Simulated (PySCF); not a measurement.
# MP2/6-31G run of CH6AlF2N (SMILES [NH3+][AlH2-][CH](F)F)

Aim: the vertical singlet–triplet gap of CH6AlF2N at MP2/6-31G, from 2 runs. 

Program for the calculation: PySCF 2.14.0.

### Step 1. The system as given

CH6AlF2N has 11 atoms, charge 0, and is taken as a singlet. As SMILES, `[NH3+][AlH2-][CH](F)F`. The shape comes from GFN2-xTB, which is rough for such elements, and wasn't checked as a minimum. This is one conformer, not always the lowest.

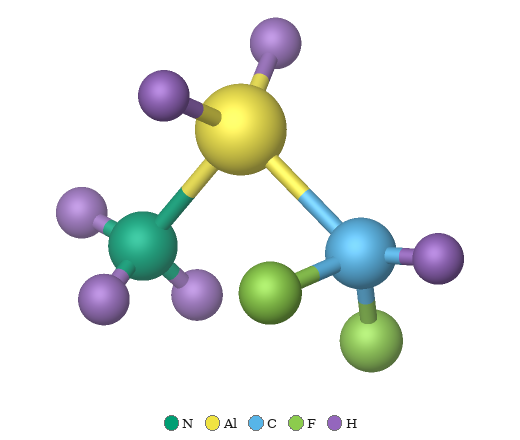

The structure, seen from a chosen angle (nitrogen teal, aluminium yellow, carbon blue, fluorine green, hydrogen purple).

### Step 2. The energy at MP2/6-31G

run.py

```python
from pyscf import gto, mp

mol = gto.M(
    atom='''
N     -1.180970     0.283750     0.752160
Al     0.862280     0.259080     0.668560
C      0.826330    -0.282230    -1.320420
F      0.354840    -1.503810    -0.764210
F     -0.269230     0.170790    -2.032860
H     -1.527360    -0.676650     0.732860
H     -1.520620     0.746270    -0.093620
H     -1.588810     0.755250     1.555840
H      1.243990    -0.898560     1.617320
H      1.234330     1.728830     0.959800
H      1.565220    -0.582740    -2.075440
''',
    max_memory=1860,
    basis='6-31g',
    verbose=3,
    spin=0,
    charge=0,
)

hf = mol.RHF()
hf.conv_tol = 1e-10
hf.kernel()
if not hf.converged:
    hf = hf.newton().run(hf.mo_coeff, hf.mo_occ)

pt = mp.MP2(hf, frozen=9).run()
energy = pt.e_tot
print(f'total energy: {energy:.8f} hartree')
```

Run with:

```sh
$ OMP_NUM_THREADS=1 python run.py
```

Standard output:

```text
converged SCF energy = -536.470247512574
E(RMP2) = -536.95559031898  E_corr = -0.485342806405834
E(SCS-RMP2) = -536.953926880733  E_corr = -0.483679368159654
total energy: -536.95559032 hartree
```

It took 1.7 s on 1 thread of Arm Neoverse V1, shared host; peak memory 0.14 GiB.

### Step 3. The triplet

mol.xyz

```xyz
11

N     -1.180970     0.283750     0.752160
Al     0.862280     0.259080     0.668560
C      0.826330    -0.282230    -1.320420
F      0.354840    -1.503810    -0.764210
F     -0.269230     0.170790    -2.032860
H     -1.527360    -0.676650     0.732860
H     -1.520620     0.746270    -0.093620
H     -1.588810     0.755250     1.555840
H      1.243990    -0.898560     1.617320
H      1.234330     1.728830     0.959800
H      1.565220    -0.582740    -2.075440
```

run.py

```python
from pyscf import gto, scf, mp

mol = gto.M(
    atom='mol.xyz',
    charge=0,
    spin=2,
    max_memory=1860,
    verbose=3,
    basis='6-31g',
)

mf = scf.UHF(mol)
mf.conv_tol = 1e-10
mf.kernel()
if not mf.converged:
    mf = mf.newton().run(mf.mo_coeff, mf.mo_occ)

pt = mp.MP2(mf, frozen=9).run()
e_tot = pt.e_tot
print('E = %.10f Eh' % e_tot)
```

Run with:

```sh
$ OMP_NUM_THREADS=1 python run.py
```

Standard output:

```text
WARN: HOMO 0.0533579801614348 >= LUMO -0.238493196377816

WARN: HOMO -0.114453342473451 >= LUMO -0.226070886626102

WARN: HOMO -0.0987313323897614 >= LUMO -0.132685025949626

converged SCF energy = -536.22591848877  <S^2> = 2.0159567  2S+1 = 3.010619
E(UMP2) = -536.719051232767  E_corr = -0.493132743997526
E(SCS-UMP2) = -536.713370125698  E_corr = -0.487451636928667
E = -536.7190512328 Eh
```

Run time: 2.2 s. Hardware: 1 thread of Arm Neoverse V1, shared host; peak memory 0.14 GiB.

### Step 4. Summary of results

Level: MP2/6-31G, 9 core orbitals frozen.

| quantity | value |
| --- | --- |
| singlet: total energy | -536.95559 Eh |
| singlet: dipole moment (Hartree–Fock density) | 3.76 D |
| singlet: HOMO energy (Hartree–Fock orbitals) | -10.47 eV |
| singlet: LUMO energy (Hartree–Fock orbitals) | 2.85 eV |
| singlet: HOMO–LUMO gap (Hartree–Fock orbitals) | 13.32 eV |
| singlet: correlation energy (9 core orbitals frozen) | -485.3 mEh |
| triplet: total energy | -536.71905 Eh |
| triplet: dipole moment (Hartree–Fock density) | 6.21 D |
| triplet: HOMO energy (Hartree–Fock orbitals) (highest over α and β) | -3.03 eV |
| triplet: LUMO energy (Hartree–Fock orbitals) (lowest over α and β) | -2.04 eV |
| triplet: correlation energy (9 core orbitals frozen) | -493.1 mEh |
| triplet: ⟨S²⟩ of the reference determinant | 2.016 |
| vertical energy of the triplet above the singlet | 6.437 eV |

What this shows: At this shape the triplet lies 6.44 eV (621 kJ/mol) above the singlet.
